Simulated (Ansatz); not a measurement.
## Fields on a plane of Ag5(PbO3)2 (space group P-31m)

```xyz
13
Lattice="5.9148 0.0000 0.0000 -2.9574 5.1224 0.0000 0.0000 0.0000 6.4264" Properties=species:S:1:pos:R:3 pbc="T T T"
Ag     0.0000     0.0000     1.4157
Ag     0.0000     0.0000     5.0107
Ag    -1.4787     2.5612     0.0000
Ag     1.4787     2.5612     0.0000
Ag     2.9574     0.0000     0.0000
Pb     2.9574     1.7075     3.2132
Pb     0.0000     3.4149     3.2132
O      1.8483     3.2013     1.9648
O      1.1091     1.9211     4.4616
O      2.2183     0.0000     1.9648
O      3.6966     0.0000     4.4616
O     -1.1091     1.9211     1.9648
O     -1.8483     3.2013     4.4616
```

The slice is a (-1 1 0 2) plane (indices of the conventional cell) through the point (0.625, 0.625, 0.306) (fractional), spanned by u = [110] and v = [1 -1 1] in vectors of this cell: u (5.91 Å) and v (12.09 Å, at 90° to u). It covers one period; positions are fractions (u, v).

Atoms on it: Ag at (0.88, 0.49), 0.1 Å off the plane; Pb at (0.88, 0.17), 0.2 Å off the plane; O at (0.00, 0.00). Other atoms lie within 1 Å of the plane.

The numbers are results of PBEsol (plane waves to 420 eV, PAW, scalar-relativistic; Ansatz, a program for electronic structure), not measurements. k mesh 8×8×6. Near the nuclei the fields are pseudised (PAW); where an atom keeps semicore shells as valence, they peak there. Ag5(PbO3)2 is run without spin polarisation and with no Hubbard U. Ag5(PbO3)2 was relaxed with its symmetry unable to fall. Spin-orbit coupling is left out, though Pb is heavy.

```
|xx997711336677664411000000338899|
|88773311335566552211000000114488|
|22110000112233111122220000001122|
|00000000111111112244331100000000|
|00111111000000112222221100000000|
|11223322221100001111111111110011|
|33556655331100112244555533111111|
|4477xx77442211224477xx7744221122|
|4477xx77442211224477xx6644221122|
|33556655331111113355665533111111|
|22333322111111111122332211110011|
|11111111111111111111111100000000|
|11000000111122221100000000111111|
|22110011111122221100001111334433|
|44111133331111111100001144667766|
|5511338888772211110011225577xx88|
|4411449999995511000000114477xx77|
|22114488998855110000001111445555|
|11002244554422000011555522112222|
|00000000111122111155999999441100|
|00000011223344332277999999882200|
|00000011224444442255999999772200|
|00001122223333442222778877331111|
|22111122223344332211112222334433|
|33111122111122221100001133221122|
|3322111111001111111111223300xx00|
|4422000000000011444422223300xx00|
|33220000000000225555331133332233|
|22221100000000002244221122333322|
|88885511112222110011000000113366|
|xx998811114444442211000000228899|
|xxxx99113366666633110000004499xx|
```
Scale: ten equal steps from 0.02 (start of '0') to 0.84 (end of '9'), in the order '0123456789'. Values: electron localisation function (ELF). The map has 16 points along u (two characters each, u = 0 at the left) and 32 along v (v = 0 in the bottom row). Points within 0.4 Å of a nucleus are blanked (x), as the pseudised field means little there.

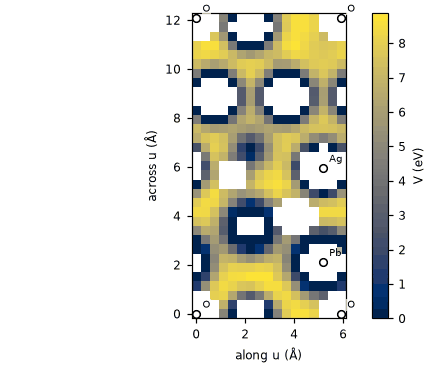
Electrostatic potential energy of an electron, from the cell's mean, in eV, one period of the plane, atoms marked. Points within 0.9 Å of a nucleus are left white, as the pseudised field means little there. Values under 0 eV are set to 0. The zero, the cell's mean, hangs on the PAW cores.
